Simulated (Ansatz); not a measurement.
**AlCl2(NH2) (AlH₂NCl₂): an energy map over bond length Al1–N4 and dihedral Cl2–Al1–N4–H5**

Aim: map the energy of AlCl2(NH2) (AlCl₂H₂N) over two coordinates, and find its wells, ridges and stiffness.

Computed with Ansatz 0.2.0. Level: RKS PBE0-D4/def2-TZVP.

### Step 1. The starting structure

6 atoms, charge 0, spin multiplicity 1.

Atoms are counted from 1 here; the program's logs count them from 0.

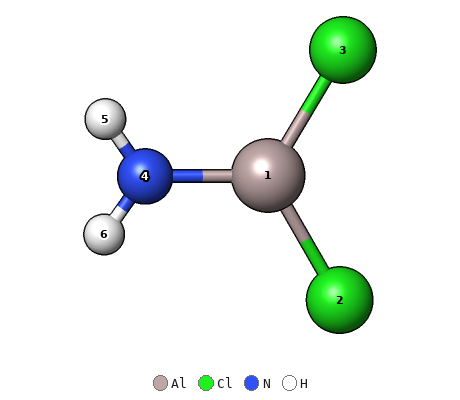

Start geometry, drawn with aluminium light grey, chlorine green, nitrogen blue, hydrogen white; atoms are numbered from 1 in the order of the file.

Coordinates:

| atom | x (Å) | y (Å) | z (Å) |
| --- | --- | --- | --- |
| Al1 | 0.3595 | 0.6304 | 0.0064 |
| Cl2 | 2.4424 | 0.6466 | 0.3086 |
| Cl3 | -0.6798 | 2.4387 | -0.2766 |
| N4 | -0.5162 | -0.9025 | -0.0091 |
| H5 | -1.5240 | -0.9949 | -0.1497 |
| H6 | -0.0818 | -1.8183 | 0.1203 |

This geometry comes from a loose relaxation at PBE in a small basis, which is not shown.

### Step 2. Relaxing the molecule

The input, input.yaml:

```yaml
crystal:
  periodic: [false, false, false]
  atoms:
    - { symbol: Al, position_ang: [0.359459, 0.630371, 0.006389] }
    - { symbol: Cl, position_ang: [2.442449, 0.646622, 0.308609] }
    - { symbol: Cl, position_ang: [-0.679831, 2.438688, -0.276575] }
    - { symbol: "N", position_ang: [-0.516226, -0.902489, -0.00908] }
    - { symbol: H, position_ang: [-1.524012, -0.994943, -0.149657] }
    - { symbol: H, position_ang: [-0.081839, -1.818258, 0.120315] }
basis:
  gaussian: { orbitals: def2-TZVP }
hamiltonian:
  xc: pbe0
  dispersion: d4
output:
  forces: true
relax:
  f_tol: 0.003
  max_steps: 120
```

The run is started by

```console
ansatz run input.yaml --threads 1 --pin off --max-ram 2560MiB --backend cpu --events-out ev --progress --plain --runs-dir out
```

What it wrote:

```text
Warning: RAYON_NUM_THREADS=1 ignored (pool sized by the plan → 1); use --threads N
The last accepted step is kept in <dir> (removed where the run ends without a failure and the disk answers)
Engine: ansatz 0.2.0, x86_64-unknown-linux-gnu
Functional definition: PBE0
  parameter a = 0.25
  parameter kappa = 0.804
  parameter beta = 0.06672455060314922
  exchange = (1 - a)*pbe_x(kappa = kappa, mu = beta*pi^2/3) + a*exact_x
  correlation = pbe_c(beta = beta)
1058 factors; their error is unknown
mean field evaluation 1: about -33151.1356 eV, gradient 6.2e1 eV
mean field evaluation 2: about -33136.1152 eV, gradient 9.4e1 eV
mean field evaluation 4: about -33158.3616 eV, gradient 4.9e0 eV
mean field evaluation 8: about -33158.4950 eV, gradient 2.1e-1 eV
mean field evaluation 16: about -33158.4951 eV, gradient 1.3e-5 eV
mean field -33158.49508515 eV, -1218.5522187440 hartree, gradient 1.3e-5 eV, S^2 0.000000; 0 other end points of the search recorded, 0 dependent functions left out
the calculation of the forces begins
reference -33158.49511507 eV, -1218.5522198437 hartree; 28, 28 occupied and 126, 126 virtual orbitals, 1058 factors
relax step   1: F+E_penalty+E_count = -33158.61962086 eV  Δ(F+E_penalty+E_count) = +0.000e0 eV  max|allowed force component| = 6.652e-1 eV/Å  Δτ_max = 0.0000 Å  (26 SCF iters, accepted)
these checks for a lower state are left out or cut short: starts, cluster_reference, orbital_swaps, neighbouring_geometries, increment
1058 factors; their error is unknown
mean field -33158.51750468 eV, -1218.5530426465 hartree, gradient 7.8e-6 eV, S^2 0.000000; 0 other end points of the search recorded, 0 dependent functions left out
the calculation of the forces begins
reference -33158.51753444 eV, -1218.5530437403 hartree; 28, 28 occupied and 126, 126 virtual orbitals, 1058 factors
relax step   2: F+E_penalty+E_count = -33158.64316701 eV  Δ(F+E_penalty+E_count) = -2.355e-2 eV  max|allowed force component| = 1.581e-1 eV/Å  Δτ_max = 0.0234 Å  (32 SCF iters, accepted)
these checks for a lower state are left out or cut short: starts, cluster_reference, orbital_swaps, neighbouring_geometries, increment
1058 factors; their error is unknown
mean field -33158.51882067 eV, -1218.5530910084 hartree, gradient 7.8e-6 eV, S^2 0.000000; 0 other end points of the search recorded, 0 dependent functions left out
the calculation of the forces begins
reference -33158.51885039 eV, -1218.5530921005 hartree; 28, 28 occupied and 126, 126 virtual orbitals, 1058 factors
relax step   3: F+E_penalty+E_count = -33158.64478628 eV  Δ(F+E_penalty+E_count) = -1.619e-3 eV  max|allowed force component| = 2.922e-2 eV/Å  Δτ_max = 0.0071 Å  (32 SCF iters, accepted)
these checks for a lower state are left out or cut short: starts, cluster_reference, orbital_swaps, neighbouring_geometries, increment
1058 factors; their error is unknown
mean field evaluation 32: about -33158.5188 eV, gradient 1.1e-1 eV
mean field -33158.51884282 eV, -1218.5530918222 hartree, gradient 1.2e-5 eV, S^2 0.000000; 0 other end points of the search recorded, 0 dependent functions left out
the calculation of the forces begins
reference -33158.51887253 eV, -1218.5530929143 hartree; 28, 28 occupied and 126, 126 virtual orbitals, 1058 factors
relax step   4: F+E_penalty+E_count = -33158.64480849 eV  Δ(F+E_penalty+E_count) = -2.221e-5 eV  max|allowed force component| = 5.147e-3 eV/Å  Δτ_max = 0.0015 Å  (24 SCF iters, accepted)
these checks for a lower state are left out or cut short: starts, cluster_reference, orbital_swaps, neighbouring_geometries, increment
1058 factors; their error is unknown
mean field -33158.51884800 eV, -1218.5530920126 hartree, gradient 1.8e-5 eV, S^2 0.000000; 0 other end points of the search recorded, 0 dependent functions left out
the calculation of the forces begins
reference -33158.51887772 eV, -1218.5530931047 hartree; 28, 28 occupied and 126, 126 virtual orbitals, 1058 factors
relax step   5: F+E_penalty+E_count = -33158.64481085 eV  Δ(F+E_penalty+E_count) = -2.361e-6 eV  max|allowed force component| = 7.231e-3 eV/Å  Δτ_max = 0.0012 Å  (22 SCF iters, accepted)
these checks for a lower state are left out or cut short: starts, cluster_reference, orbital_swaps, neighbouring_geometries, increment
1058 factors; their error is unknown
mean field -33158.51884744 eV, -1218.5530919922 hartree, gradient 4.6e-5 eV, S^2 0.000000; 0 other end points of the search recorded, 0 dependent functions left out
the calculation of the forces begins
reference -33158.51887716 eV, -1218.5530930843 hartree; 28, 28 occupied and 126, 126 virtual orbitals, 1058 factors
relax step   6: F+E_penalty+E_count = -33158.64481197 eV  Δ(F+E_penalty+E_count) = -1.118e-6 eV  max|allowed force component| = 4.917e-5 eV/Å  Δτ_max = 0.0003 Å  (18 SCF iters, accepted)
1058 factors; their error is unknown
mean field evaluation 64: about -33158.5188 eV, gradient 1.3e-5 eV
mean field -33158.51884744 eV, -1218.5530919922 hartree, gradient 4.6e-5 eV, S^2 0.000000; 1 other end points of the search recorded, 0 dependent functions left out
the calculation of the forces begins
reference -33158.51887716 eV, -1218.5530930843 hartree; 28, 28 occupied and 126, 126 virtual orbitals, 1058 factors
Total energy: -33158.64484168 eV, -1218.5577221951 hartree
Atom 0 at     0.354772     0.621052     0.006454 Å, force     0.000027     0.000048    -0.000021 eV/Å
Atom 1 at     2.415089     0.641895     0.304954 Å, force     0.000029    -0.000034     0.000029 eV/Å
Atom 2 at    -0.671123     2.410953    -0.273254 Å, force    -0.000049    -0.000014    -0.000014 eV/Å
Atom 3 at    -0.511591    -0.895545    -0.009297 Å, force     0.000028     0.000010     0.000003 eV/Å
Atom 4 at    -1.504743    -0.981551    -0.147728 Å, force     0.000000    -0.000009     0.000037 eV/Å
Atom 5 at    -0.082405    -1.796813     0.118873 Å, force    -0.000035    -0.000002    -0.000034 eV/Å
Dipole moment:    -0.242405    -0.424327    -0.004405 e Å
```

It took 20 s on 1 thread of Intel Xeon 6975P-C (Granite Rapids), shared host; peak memory 0.34 GiB.

Energy and force along the way:

| step | energy from step 1 (eV) | largest force component (eV/Å) |
| --- | --- | --- |
| 1 | 0.0000 | 0.6652 |
| 2 | -0.0235 | 0.1581 |
| 3 | -0.0252 | 0.0292 |
| 4 | -0.0252 | 0.0051 |
| 5 | -0.0252 | 0.0072 |
| 6 | -0.0252 | 0.0000 |

Bonds that changed most:

| bond | before (Å) | after (Å) | change (Å) |
| --- | --- | --- | --- |
| Al1–Cl2 | 2.105 | 2.082 | -0.023 |
| Al1–Cl3 | 2.105 | 2.082 | -0.023 |
| Al1–N4 | 1.765 | 1.747 | -0.019 |
| N4–H6 | 1.022 | 1.006 | -0.015 |
| N4–H5 | 1.022 | 1.006 | -0.015 |

### Step 3. The grid

The axes are (1) bond length Al1–N4: 13 values from 1.502 to 2.445 Å; (2) dihedral Cl2–Al1–N4–H5: 12 values from −180 to 150 °, periodic.

Nothing else is relaxed (all other coordinates rigid). Energies count from the relaxed molecule at the same level. Points are written as (first, second).

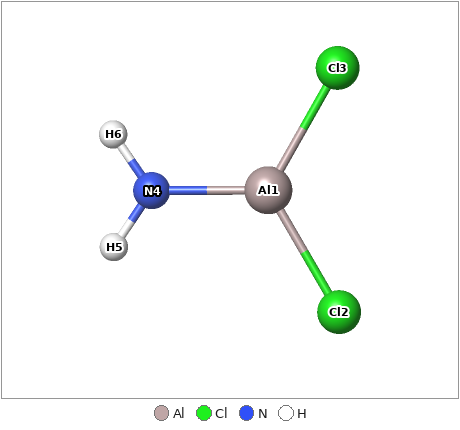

The geometry at (1.738 Å, 0°).

Below, 2 of the grid's runs; all are launched alike.

### Step 4. Grid point (1.738 Å, 0°)

The input, input.yaml:

```yaml
crystal:
  periodic: [false, false, false]
  atoms:
    - { symbol: Al, position_ang: [0.354772, 0.621052, 0.006454] }
    - { symbol: Cl, position_ang: [2.415089, 0.641895, 0.304954] }
    - { symbol: Cl, position_ang: [-0.671123, 2.410953, -0.273254] }
    - { symbol: "N", position_ang: [-0.507284, -0.888006, -0.009219] }
    - { symbol: H, position_ang: [-0.078113, -1.789289, 0.118888] }
    - { symbol: H, position_ang: [-1.50045, -0.97398, -0.147572] }
basis:
  gaussian: { orbitals: def2-TZVP }
hamiltonian:
  xc: pbe0
  dispersion: d4
output:
  forces: true
```

The run is started by

```console
ansatz run input.yaml --threads 1 --pin off --max-ram 2560MiB --backend cpu --events-out ev --progress --plain --runs-dir out
```

What it wrote:

```text
Warning: RAYON_NUM_THREADS=1 ignored (pool sized by the plan → 1); use --threads N
[... 7 set-up lines as earlier in the session ...]
1058 factors; their error is unknown
mean field evaluation 1: about -33151.0611 eV, gradient 6.3e1 eV
mean field evaluation 2: about -33137.0922 eV, gradient 9.3e1 eV
mean field evaluation 4: about -33158.3877 eV, gradient 4.7e0 eV
mean field evaluation 8: about -33158.5176 eV, gradient 2.1e-1 eV
mean field evaluation 16: about -33158.5176 eV, gradient 1.3e-5 eV
mean field -33158.51761949 eV, -1218.5530468659 hartree, gradient 1.3e-5 eV, S^2 0.000000; 0 other end points of the search recorded, 0 dependent functions left out
the calculation of the forces begins
reference -33158.51764919 eV, -1218.5530479573 hartree; 28, 28 occupied and 126, 126 virtual orbitals, 1058 factors
Total energy: -33158.64379325 eV, -1218.5576836660 hartree
Atom 0 at     0.354772     0.621052     0.006454 Å, force     0.115864     0.202705     0.002095 eV/Å
Atom 1 at     2.415089     0.641895     0.304954 Å, force     0.006500     0.001861     0.000815 eV/Å
Atom 2 at    -0.671123     2.410953    -0.273254 Å, force    -0.001707     0.006524    -0.000715 eV/Å
Atom 3 at    -0.507284    -0.888006    -0.009219 Å, force    -0.112472    -0.196695    -0.002048 eV/Å
Atom 4 at    -0.078113    -1.789289     0.118888 Å, force    -0.006792    -0.005631    -0.000576 eV/Å
Atom 5 at    -1.500450    -0.973980    -0.147572 Å, force    -0.001393    -0.008764     0.000429 eV/Å
Dipole moment:    -0.245592    -0.429888    -0.004459 e Å
```

Wall time 3 s (1 thread of Intel Xeon 6975P-C (Granite Rapids), shared host); peak memory 0.33 GiB.

That is 0.0010 eV from the zero.

### Step 5. Grid point (2.052 Å, −180°)

The input, input.yaml:

```yaml
crystal:
  periodic: [false, false, false]
  atoms:
    - { symbol: Al, position_ang: [0.354772, 0.621052, 0.006454] }
    - { symbol: Cl, position_ang: [2.415089, 0.641895, 0.304954] }
    - { symbol: Cl, position_ang: [-0.671123, 2.410953, -0.273254] }
    - { symbol: "N", position_ang: [-0.66303, -1.160644, -0.012051] }
    - { symbol: H, position_ang: [-1.656192, -1.246644, -0.150411] }
    - { symbol: H, position_ang: [-0.233833, -2.061916, 0.116049] }
basis:
  gaussian: { orbitals: def2-TZVP }
hamiltonian:
  xc: pbe0
  dispersion: d4
output:
  forces: true
```

The run is started by

```console
ansatz run input.yaml --threads 1 --pin off --max-ram 2560MiB --backend cpu --events-out ev --progress --plain --runs-dir out
```

What it wrote:

```text
Warning: RAYON_NUM_THREADS=1 ignored (pool sized by the plan → 1); use --threads N
[... 7 set-up lines as earlier in the session ...]
1058 factors; their error is unknown
mean field evaluation 1: about -33149.8415 eV, gradient 6.3e1 eV
mean field evaluation 2: about -33118.2587 eV, gradient 1.1e2 eV
mean field evaluation 4: about -33157.5379 eV, gradient 6.8e0 eV
mean field evaluation 8: about -33157.7088 eV, gradient 2.2e-1 eV
mean field evaluation 16: about -33157.7089 eV, gradient 1.8e-5 eV
mean field -33157.70889902 eV, -1218.5233269367 hartree, gradient 1.8e-5 eV, S^2 0.000000; 0 other end points of the search recorded, 0 dependent functions left out
the calculation of the forces begins
reference -33157.70892927 eV, -1218.5233280485 hartree; 28, 28 occupied and 126, 126 virtual orbitals, 1058 factors
Total energy: -33157.82896414 eV, -1218.5277392486 hartree
Atom 0 at     0.354772     0.621052     0.006454 Å, force    -1.953198    -3.419144    -0.035535 eV/Å
Atom 1 at     2.415089     0.641895     0.304954 Å, force    -0.193144    -0.060714    -0.023699 eV/Å
Atom 2 at    -0.671123     2.410953    -0.273254 Å, force     0.045591    -0.197577     0.021033 eV/Å
Atom 3 at    -0.663030    -1.160644    -0.012051 Å, force     1.877385     3.286380     0.034141 eV/Å
Atom 4 at    -1.656192    -1.246644    -0.150411 Å, force     0.019097     0.248607    -0.015319 eV/Å
Atom 5 at    -0.233833    -2.061916     0.116049 Å, force     0.204269     0.142447     0.019379 eV/Å
Dipole moment:    -0.125438    -0.219574    -0.002278 e Å
```

Wall time 2.9 s (1 thread of Intel Xeon 6975P-C (Granite Rapids), shared host); peak memory 0.33 GiB.

On the map this point reads 0.82 eV.

### Step 6. The map

52 points were computed, 104 more follow by symmetry. Energies in eV, from the relaxed molecule at the same level:

```
dihedral Cl2–Al1–N4–H5 (°) ↓, bond length Al1–N4 (Å) →  1.502  1.581  1.659  1.738  1.817  1.895  1.974  2.052  2.131  2.210  2.288  2.367  2.445
                                                   150   1.36   0.60   0.22   0.09   0.15   0.32   0.58   0.88   1.22   1.58   1.94   2.30   2.66
                                                   120   1.60   0.83   0.43   0.29   0.33   0.48   0.73   1.02   1.35   1.70   2.05   2.40   2.74
                                                    90   1.72   0.94   0.54   0.39   0.42   0.57   0.81   1.09   1.42   1.76   2.10   2.45   2.79
                                                    60   1.60   0.83   0.43   0.29   0.33   0.48   0.73   1.02   1.35   1.70   2.05   2.40   2.74
                                                    30   1.36   0.60   0.22   0.09   0.15   0.32   0.58   0.88   1.22   1.58   1.94   2.30   2.66
                                                     0   1.25   0.50   0.12   0.00   0.06   0.24   0.50   0.82   1.16   1.53   1.89   2.26   2.61
                                                   −30   1.36   0.60   0.22   0.09   0.15   0.32   0.58   0.88   1.22   1.58   1.94   2.30   2.66
                                                   −60   1.60   0.83   0.43   0.29   0.33   0.48   0.73   1.02   1.35   1.70   2.05   2.40   2.74
                                                   −90   1.72   0.94   0.54   0.39   0.42   0.57   0.81   1.09   1.42   1.76   2.10   2.45   2.79
                                                  −120   1.60   0.83   0.43   0.29   0.33   0.48   0.73   1.02   1.35   1.70   2.05   2.40   2.74
                                                  −150   1.36   0.60   0.22   0.09   0.15   0.32   0.58   0.88   1.22   1.58   1.94   2.30   2.66
                                                  −180   1.25   0.50   0.12   0.00   0.06   0.24   0.50   0.82   1.16   1.53   1.89   2.26   2.61
```

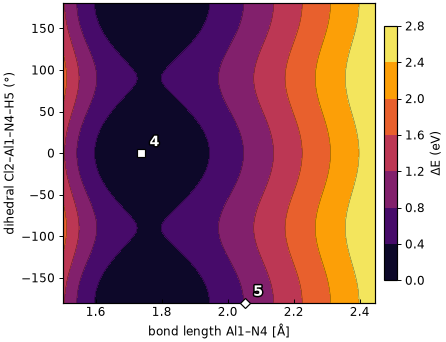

The map; numbers mark the steps of this session that print a point's run. The picture shows filled contours.

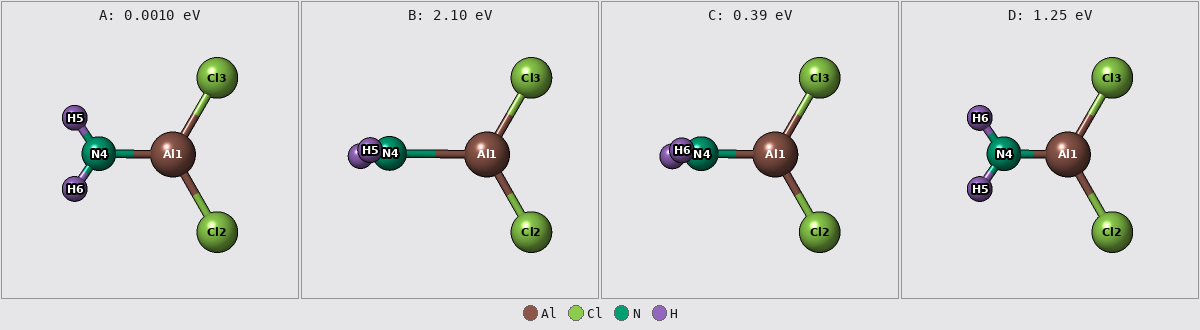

Structures on the grid, at one scale: A at (1.738 Å, −180°); B at (2.288 Å, 90°); C at (1.738 Å, −90°); D at (1.502 Å, 0°).

The dipole moment (D) at each point:

```tsv
dihedral Cl2–Al1–N4–H5 (°) ↓, bond length Al1–N4 (Å) →	1.502	1.581	1.659	1.738	1.817	1.895	1.974	2.052	2.131	2.210	2.288	2.367	2.445
150	3.17	2.91	2.64	2.36	2.07	1.78	1.48	1.18	0.87	0.57	0.27	0.03	0.32
120	3.16	2.89	2.60	2.30	2.00	1.70	1.39	1.08	0.77	0.47	0.17	0.13	0.42
90	3.16	2.87	2.57	2.27	1.95	1.64	1.33	1.02	0.71	0.40	0.10	0.20	0.48
60	3.16	2.89	2.60	2.30	2.00	1.70	1.39	1.08	0.77	0.47	0.17	0.13	0.42
30	3.17	2.91	2.64	2.36	2.07	1.78	1.48	1.18	0.87	0.57	0.27	0.03	0.32
0	3.16	2.91	2.65	2.38	2.09	1.81	1.51	1.21	0.91	0.61	0.31	0.01	0.28
−30	3.17	2.91	2.64	2.36	2.07	1.78	1.48	1.18	0.87	0.57	0.27	0.03	0.32
−60	3.16	2.89	2.60	2.30	2.00	1.70	1.39	1.08	0.77	0.47	0.17	0.13	0.42
−90	3.16	2.87	2.57	2.27	1.95	1.64	1.33	1.02	0.71	0.40	0.10	0.20	0.48
−120	3.16	2.89	2.60	2.30	2.00	1.70	1.39	1.08	0.77	0.47	0.17	0.13	0.42
−150	3.17	2.91	2.64	2.36	2.07	1.78	1.48	1.18	0.87	0.57	0.27	0.03	0.32
−180	3.16	2.91	2.65	2.38	2.09	1.81	1.51	1.21	0.91	0.61	0.31	0.01	0.28
```

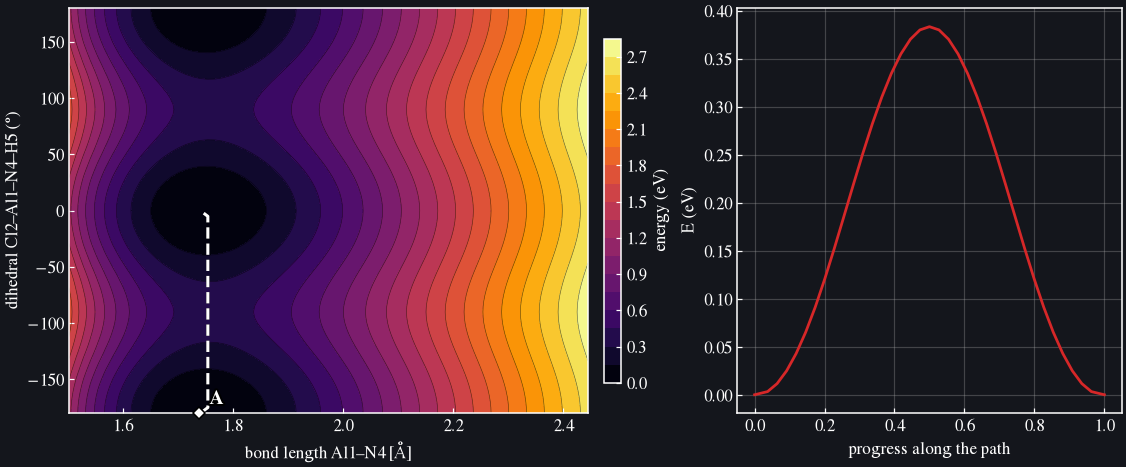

The easiest path on the interpolated surface, from its minimum near A. In the figure: filled contours, a line along the lowest path, the energy along the path at the right. Between grid points the surface is interpolated.

### Step 7. What came out

```
               quantity                                                                           value
           lowest point                                                     (1.738 Å, −180°), 0.0010 eV
 highest computed point                                       (2.445 Å, −90°), 2.79 eV above the lowest
      dipole moment (D)  0.01 at (2.367 Å, −180°) to 3.17 at (1.502 Å, −150°); 2.38 at the lowest point
time for the whole task                                                  3 min on 1 thread, shared host
```

The lowest computed point is at (1.738 Å, −180°), 0.0010 eV from the relaxed molecule at the same level; the map holds 2 wells of about this depth. The grid is coarse, so the true minimum lies between grid points and may sit elsewhere than the lowest one. No other kind of well shows on this grid. The highest computed point, (2.445 Å, −90°), lies 2.79 eV above the lowest. On the interpolated surface the easiest way out of the lowest well to a well of the same energy at (1.738 Å, 0°) passes a barrier of about 0.38 eV. Round the minimum the two coordinates are nearly uncoupled.
